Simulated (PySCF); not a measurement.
## What a change does: NMR shielding calculation on C5H16N2Si2

System: C5H16N2Si2.
Method of the first run: GIAO PBE0/pcSseg-1 NMR shielding, non-relativistic, gas phase (PySCF 2.14.0).

The geometry comes from this level: PBE0-D3(BJ)/def2-SVP. Text and figures count atoms from 1; the logs count them from 0 in places.

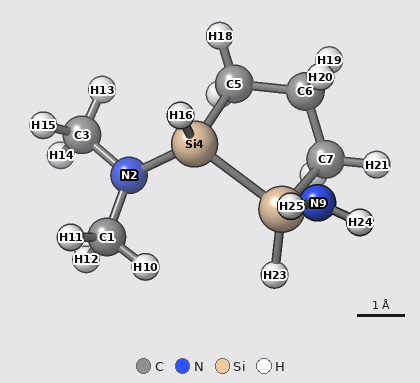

The structure (ball-and-stick view, seen at a tilt; atoms are numbered from 1 in the order of the input).

### Input, the first run
```
{"job": {"kind": "nmr", "xc": "PBE0", "basis": "pcSseg-1"}, "charge": 0, "multiplicity": 1}
C      2.387555     1.210525    -0.970324
N      1.823096    -0.026087    -0.496383
C      2.741099    -1.136131    -0.527430
Si     0.460588    -0.048081     0.595270
C     -0.546054    -1.653434     0.399378
C     -2.045074    -1.319900     0.485882
C     -2.429188    -0.174414    -0.463109
Si    -1.332881     1.315489    -0.034328
N     -1.964930     2.101844     1.385419
H      1.622555     2.001769    -0.992840
H      3.231305     1.575658    -0.347285
H      2.773265     1.095720    -2.001011
H      2.238682    -2.068285    -0.226014
H      3.135196    -1.292399    -1.549344
H      3.616216    -0.997007     0.141960
H      0.849735     0.133580     2.043388
H     -0.313728    -2.048430    -0.606305
H     -0.266515    -2.432772     1.125928
H     -2.649633    -2.219906     0.278538
H     -2.293758    -1.018635     1.519334
H     -3.502489     0.068379    -0.388594
H     -2.240748    -0.465832    -1.512081
H     -1.153263     2.210687    -1.230622
H     -2.835801     2.620345     1.336786
H     -1.316620     2.559112     2.016401
```

The first line tells a small driver script what to run in PySCF; the rest is the geometry in Å.

Command:
```bash
OMP_NUM_THREADS=1 python <driver script> task.json out
```

Hardware: 1 CPU thread, shared host.

### Output (the first run)
```
coarse grid: 20728 points
cycle   1  E = -887.8886778408  dE =  7.251e-01  |g| = 6.041e-01  |ddm| = 4.403e+00
cycle   2  E = -887.8275554553  dE =  6.112e-02  |g| = 7.946e-01  |ddm| = 1.386e+00
cycle   3  E = -887.9772588214  dE = -1.497e-01  |g| = 6.080e-02  |ddm| = 8.620e-01
cycle   4  E = -887.9778628777  dE = -6.041e-04  |g| = 3.073e-02  |ddm| = 7.867e-02
cycle   5  E = -887.9780547651  dE = -1.919e-04  |g| = 8.065e-03  |ddm| = 3.143e-02
cycle   6  E = -887.9780690629  dE = -1.430e-05  |g| = 2.406e-03  |ddm| = 1.107e-02
cycle   7  E = -887.9780704834  dE = -1.421e-06  |g| = 4.408e-04  |ddm| = 2.920e-03
final grid: 187832 points
cycle   8  E = -888.0253954895  dE = -3.690e-05  |g| = 1.033e-02  |ddm| = 3.013e-02
cycle   9  E = -888.0253778198  dE =  1.767e-05  |g| = 1.348e-02  |ddm| = 2.295e-02
cycle  10  E = -888.0254217827  dE = -4.396e-05  |g| = 9.780e-04  |ddm| = 1.302e-02
cycle  11  E = -888.0254219604  dE = -1.778e-07  |g| = 3.024e-04  |ddm| = 9.613e-04
cycle  12  E = -888.0254219774  dE = -1.702e-08  |g| = 7.574e-05  |ddm| = 2.869e-04
cycle  13  E = -888.0254219786  dE = -1.198e-09  |g| = 3.417e-05  |ddm| = 1.328e-04
cycle  14  E = -888.0254219789  dE = -2.904e-10  |g| = 4.395e-06  |ddm| = 3.916e-05
converged SCF energy = -888.0254219789

GIAO shielding tensors (ppm)
atom      isotropic    diamagn.    paramagn.     s11        s22        s33       span
  0 C      140.878     243.643    -102.765    117.216    121.465    183.953     66.737
  1 N      250.137     329.361     -79.224    217.876    261.798    270.738     52.861
  2 C      144.547     242.636     -98.089    121.591    127.648    184.403     62.811
  3 Si     356.810     884.116    -527.306    284.413    358.957    427.060    142.647
  4 C      165.981     256.624     -90.643    154.970    160.506    182.467     27.497
  5 C      160.597     247.852     -87.256    139.287    170.398    172.106     32.819
  6 C      163.929     255.343     -91.414    155.825    165.320    170.641     14.816
  7 Si     375.398     881.838    -506.441    332.938    374.107    419.149     86.211
  8 N      258.745     315.955     -57.210    222.463    260.291    293.482     71.019
  9 H       28.446      30.629      -2.183     22.996     28.742     33.600     10.604
 10 H       28.856      28.186       0.669     24.720     26.061     35.786     11.065
 11 H       28.878      28.987      -0.109     24.725     25.968     35.942     11.217
 12 H       28.722      30.121      -1.399     22.928     29.191     34.046     11.118
 13 H       29.028      28.432       0.596     24.753     26.104     36.227     11.474
 14 H       28.983      27.598       1.385     24.649     26.211     36.089     11.440
 15 H       26.411      31.774      -5.363     22.913     25.323     30.997      8.085
 16 H       30.874      34.362      -3.488     26.036     30.034     36.553     10.517
 17 H       29.732      32.199      -2.467     24.362     28.438     36.396     12.034
 18 H       29.106      29.560      -0.454     22.513     27.644     37.161     14.648
 19 H       29.723      31.242      -1.519     25.738     27.775     35.655      9.917
 20 H       30.138      29.919       0.219     25.619     27.636     37.161     11.542
 21 H       30.938      32.800      -1.862     26.806     28.607     37.401     10.594
 22 H       26.167      30.930      -4.763     22.838     24.657     31.007      8.169
 23 H       31.420      28.610       2.810     23.262     27.327     43.671     20.409
 24 H       31.298      31.366      -0.068     22.936     28.398     42.560     19.624
```

The input of the second run differs as follows (lines with − go, lines with + come):
```diff
-"xc": "PBE0"
+"xc": "KT3"
+"pop": false
```

How does the second run compare with the first run?

The total energies belong to different methods, so their difference says nothing on which is more stable or more accurate. The HOMO goes from −6.09 to −4.93 eV. The LUMO goes from 0.42 to −0.46 eV. The dipole moment goes from 0.69 to 0.61 D. Of all shieldings, the largest change is that of Si4, by +17.2 ppm. The functional changes from PBE0 to KT3. Exact exchange removes part of the self-interaction error of semilocal functionals, which pushes filled and empty levels apart. The SCF takes 16 iterations against 14.

### Output, shortened to warnings, some set-up lines, iterations and results (the second run)
```
coarse grid: 20728 points
[...]
cycle   1  E = -897.9267338895  dE =  5.677e-01  |g| = 8.046e-01  |ddm| = 4.469e+00
cycle   2  E = -897.5652042420  dE =  3.615e-01  |g| = 1.421e+00  |ddm| = 2.874e+00
cycle   3  E = -898.0931366025  dE = -5.279e-01  |g| = 1.312e-01  |ddm| = 2.152e+00
cycle   4  E = -898.0967827464  dE = -3.646e-03  |g| = 6.192e-02  |ddm| = 2.051e-01
cycle   5  E = -898.0975606024  dE = -7.779e-04  |g| = 1.749e-02  |ddm| = 7.702e-02
[... 6 lines ...]
cycle  12  E = -898.1112363701  dE = -9.575e-06  |g| = 1.099e-03  |ddm| = 8.346e-03
cycle  13  E = -898.1112366996  dE = -3.295e-07  |g| = 1.963e-04  |ddm| = 1.528e-03
cycle  14  E = -898.1112367072  dE = -7.604e-09  |g| = 8.844e-05  |ddm| = 3.480e-04
cycle  15  E = -898.1112367093  dE = -2.143e-09  |g| = 1.357e-05  |ddm| = 1.227e-04
cycle  16  E = -898.1112367093  dE = -4.525e-11  |g| = 6.072e-06  |ddm| = 2.684e-05
converged SCF energy = -898.1112367093

GIAO shielding tensors (ppm)
atom      isotropic    diamagn.    paramagn.     s11        s22        s33       span
  0 C      138.289     244.405    -106.116    114.936    117.818    182.114     67.178
  1 N      238.218     330.469     -92.250    207.677    248.704    258.273     50.596
  2 C      141.918     243.356    -101.438    118.006    125.360    182.388     64.383
  3 Si     374.035     887.398    -513.363    304.212    378.007    439.886    135.674
  4 C      162.544     256.814     -94.270    150.854    157.464    179.315     28.461
  5 C      155.806     248.690     -92.884    134.269    164.922    168.228     33.959
  6 C      160.589     255.480     -94.891    152.556    160.722    168.489     15.933
  7 Si     389.311     884.668    -495.358    345.805    388.885    433.242     87.436
  8 N      253.734     315.311     -61.576    217.675    255.488    288.040     70.364
  9 H       28.443      31.598      -3.155     23.310     28.630     33.390     10.079
 10 H       28.809      28.062       0.747     24.736     26.197     35.495     10.759
 11 H       28.891      29.037      -0.146     24.894     26.112     35.668     10.774
 12 H       28.714      30.943      -2.229     23.230     29.037     33.874     10.644
 13 H       29.044      28.474       0.570     24.891     26.313     35.928     11.037
 14 H       28.954      27.450       1.504     24.737     26.335     35.791     11.054
 15 H       26.458      32.353      -5.895     23.046     25.346     30.981      7.936
 16 H       30.833      34.965      -4.132     26.191     30.104     36.204     10.013
 17 H       29.668      32.442      -2.774     24.589     28.545     35.870     11.281
 18 H       29.038      29.265      -0.227     22.688     27.814     36.612     13.925
 19 H       29.673      31.583      -1.910     25.821     27.905     35.294      9.473
 20 H       30.101      29.791       0.310     25.871     27.822     36.610     10.739
 21 H       30.907      33.315      -2.408     27.013     28.705     37.004      9.990
 22 H       26.179      31.468      -5.289     22.841     24.778     30.920      8.079
 23 H       31.563      28.892       2.671     23.611     27.861     43.217     19.606
 24 H       31.406      31.696      -0.290     23.258     28.831     42.128     18.870
```

### The two runs side by side

| quantity | the first run | the second run |
| --- | --- | --- |
| outcome | converged | converged |
| total energy (hartree) | −888.025422 | −898.111237 |
| HOMO (eV) | −6.09 | −4.93 |
| LUMO (eV) | 0.42 | −0.46 |
| dipole moment (D) | 0.69 | 0.61 |
| shielding of N2 (ppm) | 250.1 | 238.2 |
| shielding of Si4 (ppm) | 356.8 | 374.0 |
| shielding of C5 (ppm) | 166.0 | 162.5 |
| shielding of C6 (ppm) | 160.6 | 155.8 |
| shielding of C7 (ppm) | 163.9 | 160.6 |
| shielding of Si8 (ppm) | 375.4 | 389.3 |
| shielding of N9 (ppm) | 258.7 | 253.7 |
| SCF iterations | 14 | 16 |
| basis functions | 247 | 247 |
| wall time (shared host) | 1.9 min | 2.3 min |
